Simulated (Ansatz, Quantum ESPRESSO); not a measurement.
# Cu: work function by face, part 5 of 6

Which face of Cu holds its electrons most tightly, and does packing explain the order?

Quantum ESPRESSO 7.5; plane-wave DFT, PBE, GBRV ultrasoft pseudopotentials; geometry and cross-check by Ansatz 0.2.0 with PAW datasets.

So far. Step 11 (Electrostatic potential of (100)): On (100) the work function under LDA lies +0.37 eV from PBE's. Step 12 (Relaxation with Ansatz of (110)): The relaxation lowers the energy by 6 meV an atom. Held were the atoms numbered 3, 4 and 5; the forces quoted are those on the free ones.

### 13. SCF with pw.x of (110), PBE

Level of this step: plane-wave DFT, PBE, GBRV ultrasoft pseudopotentials (Quantum ESPRESSO 7.5).

110.pbe.in

```
&control
  prefix = '110.pbe'
  outdir = './out'
  pseudo_dir = './pseudo'
  calculation = 'scf'
  tprnfor = .true.
/
&system
  ibrav = 0
  nat = 7
  ntyp = 1
  ecutwfc = 40
  ecutrho = 200
  occupations = 'smearing'
  smearing = 'mv'
  degauss = 0.02
/
&electrons
  conv_thr = 1e-07
  mixing_beta = 0.4
  electron_maxstep = 120
  mixing_mode = 'local-TF'
/
ATOMIC_SPECIES
  Cu  63.5460  cu_pbe_v1.2.uspp.F.UPF
CELL_PARAMETERS angstrom
  3.61000000000000 0.00000000000000 0.00000000000000
  0.00000000000000 2.55265548010000 0.00000000000000
  0.00000000000000 0.00000000000000 23.65796644030000
ATOMIC_POSITIONS crystal
  Cu  0.000000000000 0.000000000000 0.340570873926
  Cu  0.500000000000 0.500000000000 0.389881166551
  Cu  0.000000000000 0.000000000000 0.446050826300
  Cu  0.500000000000 0.500000000000 0.500000000000
  Cu  0.000000000000 0.000000000000 0.553949173700
  Cu  0.500000000000 0.500000000000 0.610118840866
  Cu  0.000000000000 0.000000000000 0.659429130546
K_POINTS automatic
  8 12 1 0 0 0
```

Launch:

```sh
OMP_NUM_THREADS=1 mpirun -n 4 pw.x -nk 4 -in 110.pbe.in > 110.pbe.out
```

The log of the run:

```text
[banner, memory and clock lines left out]
Program PWSCF v.7.5 starts

          URL

     Message from routine setup:
     using ibrav=0 with symmetry is DISCOURAGED, use correct ibrav instead

     G-vector sticks info

     bravais-lattice index     =            0
     lattice parameter (alat)  =       6.8219  a.u.
     unit-cell volume          =    1471.2058 (a.u.)^3
     number of atoms/cell      =            7
     number of atomic types    =            1
     number of electrons       =       133.00
     number of Kohn-Sham states=           80
     kinetic-energy cutoff     =      40.0000  Ry
     charge density cutoff     =     200.0000  Ry
     scf convergence threshold =      1.0E-07
     mixing beta               =       0.4000
     number of iterations used =            8  local-TF  mixing
     Exchange-correlation= SLA  PW   PBE  PBE
                           (   1   4   3   4   0   0   0)

     celldm(1)=   6.821911  celldm(2)=   0.000000  celldm(3)=   0.000000
     celldm(4)=   0.000000  celldm(5)=   0.000000  celldm(6)=   0.000000

     crystal axes: (cart. coord. in units of alat)
               a(1) = (   1.000000   0.000000   0.000000 )
               a(2) = (   0.000000   0.707107   0.000000 )
               a(3) = (   0.000000   0.000000   6.553453 )

     reciprocal axes: (cart. coord. in units 2 pi/alat)
               b(1) = (  1.000000  0.000000  0.000000 )
               b(2) = (  0.000000  1.414214  0.000000 )
               b(3) = (  0.000000  0.000000  0.152591 )

     PseudoPot. # 1 for Cu read from file:
     ./pseudo/cu_pbe_v1.2.uspp.F.UPF
     Pseudo is Ultrasoft + core correction, Zval = 19.0
     Generated by new atomic code, or converted to UPF format
     Using radial grid of  867 points,  6 beta functions with:
                l(1) =   0
                l(2) =   0
                l(3) =   1
                l(4) =   1
                l(5) =   2
                l(6) =   2
     Q(r) pseudized with  8 coefficients,  rinner =    1.150   1.150   1.150
                                                       1.150   1.150

     atomic species   valence    mass     pseudopotential
     Cu               19.00    63.54600     Cu( 1.00)

      8 Sym. Ops., with inversion, found

   Cartesian axes

     site n.     atom                  positions (alat units)
         1        Cu     tau(   1) = (   0.0000000   0.0000000   2.2319153  )
         2        Cu     tau(   2) = (   0.5000000   0.3535534   2.5550680  )
         3        Cu     tau(   3) = (   0.0000000   0.0000000   2.9231733  )
         4        Cu     tau(   4) = (   0.5000000   0.3535534   3.2767267  )
         5        Cu     tau(   5) = (   0.0000000   0.0000000   3.6302800  )
         6        Cu     tau(   6) = (   0.5000000   0.3535534   3.9983853  )
         7        Cu     tau(   7) = (   0.0000000   0.0000000   4.3215380  )

     number of k points=    35  Marzari-Vanderbilt smearing, width (Ry)=  0.0200
                       cart. coord. in units 2pi/alat
        k(    1) = (   0.0000000   0.0000000   0.0000000), wk =   0.0208333
        k(    2) = (   0.0000000   0.1178511   0.0000000), wk =   0.0416667
        k(    3) = (   0.0000000   0.2357023   0.0000000), wk =   0.0416667
        k(    4) = (   0.0000000   0.3535534   0.0000000), wk =   0.0416667
        k(    5) = (   0.0000000   0.4714045   0.0000000), wk =   0.0416667
        k(    6) = (   0.0000000   0.5892557   0.0000000), wk =   0.0416667
        k(    7) = (   0.0000000  -0.7071068   0.0000000), wk =   0.0208333
        k(    8) = (   0.1250000   0.0000000   0.0000000), wk =   0.0416667
        k(    9) = (   0.1250000   0.1178511   0.0000000), wk =   0.0833333
        k(   10) = (   0.1250000   0.2357023   0.0000000), wk =   0.0833333
        k(   11) = (   0.1250000   0.3535534   0.0000000), wk =   0.0833333
        k(   12) = (   0.1250000   0.4714045   0.0000000), wk =   0.0833333
        k(   13) = (   0.1250000   0.5892557   0.0000000), wk =   0.0833333
        k(   14) = (   0.1250000  -0.7071068   0.0000000), wk =   0.0416667
        k(   15) = (   0.2500000   0.0000000   0.0000000), wk =   0.0416667
        k(   16) = (   0.2500000   0.1178511   0.0000000), wk =   0.0833333
        k(   17) = (   0.2500000   0.2357023   0.0000000), wk =   0.0833333
        k(   18) = (   0.2500000   0.3535534   0.0000000), wk =   0.0833333
        k(   19) = (   0.2500000   0.4714045   0.0000000), wk =   0.0833333
        k(   20) = (   0.2500000   0.5892557   0.0000000), wk =   0.0833333
        k(   21) = (   0.2500000  -0.7071068   0.0000000), wk =   0.0416667
        k(   22) = (   0.3750000   0.0000000   0.0000000), wk =   0.0416667
        k(   23) = (   0.3750000   0.1178511   0.0000000), wk =   0.0833333
        k(   24) = (   0.3750000   0.2357023   0.0000000), wk =   0.0833333
        k(   25) = (   0.3750000   0.3535534   0.0000000), wk =   0.0833333
        k(   26) = (   0.3750000   0.4714045   0.0000000), wk =   0.0833333
        k(   27) = (   0.3750000   0.5892557   0.0000000), wk =   0.0833333
        k(   28) = (   0.3750000  -0.7071068   0.0000000), wk =   0.0416667
        k(   29) = (  -0.5000000   0.0000000   0.0000000), wk =   0.0208333
        k(   30) = (  -0.5000000   0.1178511   0.0000000), wk =   0.0416667
        k(   31) = (  -0.5000000   0.2357023   0.0000000), wk =   0.0416667
        k(   32) = (  -0.5000000   0.3535534   0.0000000), wk =   0.0416667
        k(   33) = (  -0.5000000   0.4714045   0.0000000), wk =   0.0416667
        k(   34) = (  -0.5000000   0.5892557   0.0000000), wk =   0.0416667
        k(   35) = (  -0.5000000  -0.7071068   0.0000000), wk =   0.0208333

     Dense  grid:    70235 G-vectors     FFT dimensions: (  32,  24, 216)

     Smooth grid:    50325 G-vectors     FFT dimensions: (  27,  20, 192)

     Initial potential from superposition of free atoms

     starting charge     126.0000, renormalised to     133.0000

     negative rho (up, down):  2.641E-04 0.000E+00
     Starting wfcs are   91 randomized atomic wfcs

     per-process dynamical memory:   125.5 Mb

     Self-consistent Calculation

     iteration #  1     ecut=    40.00 Ry     beta= 0.40
     Davidson diagonalization with overlap
     ethr =  1.00E-02,  avg # of iterations =  8.5

     negative rho (up, down):  7.712E-02 0.000E+00

     total energy              =   -2816.86780037 Ry
     estimated scf accuracy    <      91.79365264 Ry

     iteration #  2     ecut=    40.00 Ry     beta= 0.40
     Davidson diagonalization with overlap
     ethr =  1.00E-02,  avg # of iterations =  4.2

[...]
k = 0.3750-0.7071 0.0000 (  6332 PWs)   bands (ev):

  -109.1390-109.0969-109.0945-109.0771-109.0770-108.6200-108.6200 -66.5650
   -66.5596 -66.5452 -66.5260 -66.5152 -66.5126 -66.5045 -66.4890 -66.4771
   -66.4722 -66.4716 -66.4712 -66.4627 -66.4545 -66.4519 -66.0959 -66.0959
   -66.0169 -66.0169 -65.9870 -65.9870  -1.4198  -1.3165  -0.9250  -0.7608
    -0.7505  -0.6045  -0.5579  -0.3119  -0.1256  -0.0365   0.0121   0.2680
     0.2931   0.2985   0.4506   0.4519   0.5220   0.6137   0.6386   0.7097
     0.9061   0.9436   1.0500   1.3249   1.4520   1.4687   1.5102   1.6966
     1.7165   1.8104   1.8888   1.8966   1.9637   2.0170   2.0963   3.2667
     3.4091   4.6347   4.8026   6.4156   6.4869   7.7332   7.9135   8.0046
     8.5028   8.9813   9.4867   9.5727  10.2435  10.3233  11.6730  11.9101

          k =-0.5000 0.0000 0.0000 (  6242 PWs)   bands (ev):

  -109.1437-109.1016-109.0992-109.0818-109.0817-108.6248-108.6248 -66.5620
   -66.5529 -66.5049 -66.4993 -66.4979 -66.4947 -66.4822 -66.4707 -66.4685
   -66.4618 -66.4536 -66.4526 -66.4521 -66.4439 -66.4439 -66.0402 -66.0402
   -66.0219 -66.0219 -65.9907 -65.9906  -2.9314  -2.8165  -2.1451  -2.0681
    -1.7177  -1.1951  -1.1554  -0.2146  -0.1577   0.1313   0.2124   0.3580
     0.4177   0.4237   0.4820   0.5145   0.5219   0.5728   0.7325   0.8016
     0.8340   0.9518   0.9819   1.0851   1.1730   1.2348   1.3070   1.3605
     1.6211   1.6811   1.7128   1.7160   1.7607   1.8775   1.9340   1.9364
     1.9666   1.9673   1.9773   2.1223   2.4876   3.0305   4.6903   5.1221
     8.4201   9.0161   9.4998  10.1783  10.1791  10.8339  11.0066  11.0951

          k =-0.5000 0.1179 0.0000 (  6258 PWs)   bands (ev):

  -109.1434-109.1013-109.0989-109.0815-109.0814-108.6245-108.6245 -66.5608
   -66.5521 -66.5096 -66.5008 -66.4975 -66.4936 -66.4827 -66.4723 -66.4721
   -66.4625 -66.4535 -66.4534 -66.4532 -66.4466 -66.4464 -66.0439 -66.0439
   -66.0215 -66.0215 -65.9904 -65.9904  -2.7967  -2.6794  -2.0188  -1.9344
    -1.6032  -1.0885  -1.0395  -0.2046  -0.1412   0.1231   0.1847   0.3717
     0.3739   0.3894   0.4317   0.5161   0.5193   0.5542   0.6607   0.7733
     0.8274   0.8864   0.9294   1.0832   1.2083   1.2246   1.2626   1.3666
     1.3952   1.5835   1.6523   1.6665   1.6791   1.7546   1.8307   1.8737
     1.8951   2.0704   2.1962   2.4865   2.9082   3.5648   4.8411   5.3534
     8.5225   9.1348   9.6484  10.3331  10.3373  10.9947  11.1675  11.2449

          k =-0.5000 0.2357 0.0000 (  6266 PWs)   bands (ev):

  -109.1425-109.1004-109.0981-109.0806-109.0806-108.6236-108.6236 -66.5572
   -66.5502 -66.5212 -66.5053 -66.4984 -66.4917 -66.4851 -66.4795 -66.4758
   -66.4642 -66.4597 -66.4588 -66.4540 -66.4498 -66.4497 -66.0542 -66.0542
   -66.0205 -66.0205 -65.9898 -65.9897  -2.4285  -2.3041  -1.6779  -1.5674
    -1.2880  -0.8157  -0.7426  -0.1605  -0.0797   0.0875   0.1160   0.1778
     0.2320   0.3596   0.3760   0.4094   0.5379   0.5382   0.5713   0.7339
     0.8158   0.9280   0.9330   0.9977   1.0296   1.1106   1.1821   1.2573
     1.2726   1.2972   1.6111   1.6236   1.6382   1.6751   1.8635   1.9676
     2.0084   2.3918   2.5873   3.0745   3.5968   4.5688   5.2552   6.0099
     8.8426   9.5027  10.0948  10.7966  10.8131  11.4756  11.6490  11.6938

          k =-0.5000 0.3536 0.0000 (  6276 PWs)   bands (ev):

  -109.1413-109.0992-109.0969-109.0794-109.0794-108.6224-108.6224 -66.5521
   -66.5498 -66.5365 -66.5105 -66.5063 -66.4919 -66.4916 -66.4820 -66.4793
   -66.4693 -66.4668 -66.4667 -66.4556 -66.4511 -66.4509 -66.0681 -66.0681
   -66.0192 -66.0192 -65.9889 -65.9888  -1.9599  -1.8289  -1.2577  -1.0975
    -0.8573  -0.5239  -0.4354  -0.0803  -0.0041  -0.0005   0.0095   0.0556
     0.1207   0.2356   0.2744   0.3444   0.5107   0.5306   0.5660   0.6798
     0.7222   0.8790   0.9188   0.9542   1.0803   1.1324   1.1329   1.2133
     1.3439   1.3734   1.6277   1.6309   1.6362   1.6405   1.8553   2.1903
     2.2877   2.7925   3.0678   3.7704   4.3954   5.7867   5.8839   7.0152
     9.4133  10.1378  10.8364  11.5589  11.6011  12.2581  12.4213  12.4242

          k =-0.5000 0.4714 0.0000 (  6320 PWs)   bands (ev):

  -109.1402-109.0981-109.0957-109.0782-109.0782-108.6212-108.6212 -66.5537
   -66.5515 -66.5464 -66.5188 -66.5111 -66.5023 -66.4987 -66.4833 -66.4789
   -66.4722 -66.4718 -66.4688 -66.4583 -66.4523 -66.4517 -66.0819 -66.0819
   -66.0179 -66.0179 -65.9880 -65.9880  -1.6185  -1.4951  -0.9889  -0.7880
    -0.4341  -0.4268  -0.2708  -0.2385  -0.1967   0.0081   0.0969   0.1065
     0.1526   0.3295   0.3503   0.4315   0.4548   0.4600   0.4696   0.5987
     0.6408   0.9402   0.9440   1.1529   1.2152   1.2636   1.3536   1.4321
     1.4938   1.5413   1.6734   1.6788   1.6983   1.7089   1.8886   2.4860
     2.6231   3.3610   3.6967   4.6713   5.3399   6.7462   7.1785   8.2886
    10.1239  10.2432  10.4767  10.8761  11.1600  11.3004  12.0074  12.0670

          k =-0.5000 0.5893 0.0000 (  6324 PWs)   bands (ev):

  -109.1393-109.0972-109.0949-109.0774-109.0773-108.6203-108.6203 -66.5623
   -66.5596 -66.5415 -66.5287 -66.5122 -66.5071 -66.5068 -66.4885 -66.4744
   -66.4743 -66.4703 -66.4700 -66.4616 -66.4541 -66.4520 -66.0920 -66.0920
   -66.0170 -66.0170 -65.9874 -65.9873  -1.4850  -1.3740  -0.9212  -0.7098
    -0.5426  -0.4229  -0.3224  -0.1280  -0.1169  -0.0203   0.0107   0.1851
     0.2186   0.2959   0.3134   0.4533   0.4822   0.5045   0.5718   0.6418
     0.9240   0.9242   0.9758   1.2259   1.3595   1.4250   1.4955   1.7003
     1.7072   1.7073   1.7687   1.8221   1.8742   1.9301   2.0194   2.9048
     3.0702   4.2290   4.5446   5.8841   6.4675   7.8952   8.2418   8.3233
     8.4820   8.8858   9.5581   9.5706  10.1983  10.6818  11.1954  11.7219

          k =-0.5000-0.7071 0.0000 (  6360 PWs)   bands (ev):

  -109.1390-109.0969-109.0945-109.0771-109.0770-108.6200-108.6200 -66.5662
   -66.5622 -66.5394 -66.5324 -66.5162 -66.5105 -66.5031 -66.4922 -66.4751
   -66.4717 -66.4703 -66.4689 -66.4639 -66.4550 -66.4521 -66.0957 -66.0957
   -66.0167 -66.0167 -65.9871 -65.9871  -1.4578  -1.3510  -0.9152  -0.6947
    -0.5845  -0.4982  -0.3751  -0.1577  -0.0670   0.0671   0.0752   0.0879
     0.2251   0.2337   0.3523   0.4743   0.5217   0.5370   0.5797   0.6707
     0.9180   0.9712   1.0763   1.2200   1.3930   1.4389   1.5263   1.7183
     1.8152   1.8456   1.8731   1.9190   1.9546   2.0665   2.1037   3.2483
     3.4039   4.9020   5.1566   6.9583   7.3366   7.3403   7.3944   7.7599
     8.0122   8.5161   9.0167   9.5974  10.0748  10.5338  10.8324  11.0894

     the Fermi energy is     3.3981 ev

!    total energy              =   -2826.34308631 Ry
     estimated scf accuracy    <       0.00000005 Ry
     smearing contrib. (-TS)   =      -0.00002864 Ry
     internal energy E=F+TS    =   -2826.34305766 Ry

     The total energy is F=E-TS. E is the sum of the following terms:
     one-electron contribution =  -21613.65188552 Ry
     hartree contribution      =   10826.07014111 Ry
     xc contribution           =    -271.55077203 Ry
     ewald contribution        =    8232.78945878 Ry

     convergence has been achieved in  21 iterations

     negative rho (up, down):  1.377E-04 0.000E+00

     Forces acting on atoms (cartesian axes, Ry/au):

     atom    1 type  1   force =     0.00000000    0.00000000   -0.00056744
     atom    2 type  1   force =     0.00000000    0.00000000   -0.00126715
     atom    3 type  1   force =     0.00000000    0.00000000    0.00083383
     atom    4 type  1   force =     0.00000000    0.00000000    0.00000000
     atom    5 type  1   force =     0.00000000    0.00000000   -0.00083383
     atom    6 type  1   force =     0.00000000    0.00000000    0.00126715
     atom    7 type  1   force =     0.00000000    0.00000000    0.00056744

     Total force =     0.002290     Total SCF correction =     0.002579
     SCF correction compared to forces is large: reduce conv_thr to get better values

     XML data file, charge density, pseudopotentials, collected wavefunctions

                                        0.00s GPU  (     945 calls)
```

Run time: 3.3 min. Hardware: 4 MPI ranks of Arm Neoverse V1, shared host; peak memory 0.85 GiB; 13 min of CPU time.

Read from the output:

```
free energy  : -38454.3567 eV
Fermi energy : 3.398 eV
```

### 14. Potential by pp.x of (110)

110.pbe.pot.in

```
&inputpp
  prefix = '110.pbe'
  outdir = './out'
  filplot = '110.pbe.pot.dat'
  plot_num = 11
/
```

Launch:

```sh
OMP_NUM_THREADS=1 mpirun -n 4 pp.x -in 110.pbe.pot.in > 110.pbe.pot.out
```

The log of the run:

```text
[banner, memory and clock lines left out]
Program POST-PROC v.7.5 starts

          URL

     ./out/110.pbe.save/

     IMPORTANT: XC functional enforced from input :
     Exchange-correlation= PBE
                           (   1   4   3   4   0   0   0)
     Any further DFT definition will be discarded
     Please, verify this is what you really want

     negative rho (up, down):  1.377E-04 0.000E+00

     Calling punch_plot, plot_num =  11
     Writing data to file  110.pbe.pot.dat
     Message from routine chdens:
     namelist plot not found or invalid, exiting
```

Elapsed: 0.87 s, on 4 MPI ranks; peak memory 0.1 GiB; 3.1 s of CPU time.

Numbers from this step:

```
work function of the upper face                                       : 4.383 eV
slope of the potential above                                          : 9.19e-5 eV/Å
upper vacuum line continued to the top atoms, over the Fermi level    : 4.382 eV
work function of the lower face                                       : 4.383 eV
slope of the potential below                                          : -6.65e-5 eV/Å
lower vacuum line continued to the bottom atoms, over the Fermi level : 4.382 eV
```

The potential energy, planar mean oscillates, so the rows of the table below give means over windows of 1.31 Å about each position, cut where the curve ends. Its maxima inside the range that stand out by 2 % of the span (Å: eV): 8.7: -7.37, 9.9: -4.90, 11.2: -5.63, 12.5: -5.63, 13.8: -4.90, 15.0: -7.37. Its minima: 8.1: -14.0, 9.2: -14.4, 10.5: -14.2, 11.8: -14.3, 13.1: -14.2, 14.5: -14.4, 15.6: -14.0.

Electrostatic potential energy of an electron; zero at the Fermi level. Potential energy, planar mean against z; means over each step:

| z (Å) | potential energy, planar mean (eV) |
| --- | --- |
| 0.66 | 4.38 |
| 1.97 | 4.38 |
| 3.28 | 4.38 |
| 4.58 | 4.38 |
| 5.90 | 4.22 |
| 7.21 | -0.472 |
| 8.52 | -11.1 |
| 9.82 | -9.57 |
| 11.13 | -10.1 |
| 12.45 | -10.2 |
| 13.76 | -9.56 |
| 15.06 | -11.2 |
| 16.38 | -1.42 |
| 17.69 | 4.19 |
| 19.00 | 4.38 |
| 20.31 | 4.38 |
| 21.62 | 4.38 |
| 22.93 | 4.38 |

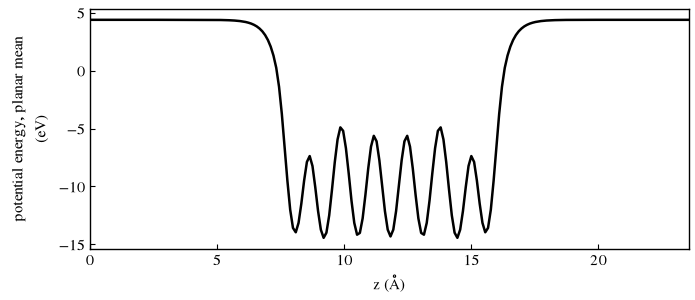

Potential energy, planar mean against z.

(Continued in part 6 of 6.)

[Logs are printed without paths, hosts, clocks, repeated set-up lines and the standing remarks that a program may print on its own settings, such as how far it seeks lower states.]

[Hosts, paths, dates, database ids (printed as entryN), source tags and the programs' standing remarks are cut or masked in the printed files.]

[Maps of the electrostatic potential energy from Ansatz leave out the sawtooth potential of an applied field or a dipole correction, so their vacuum need not be flat; planar profiles and work functions include it.]
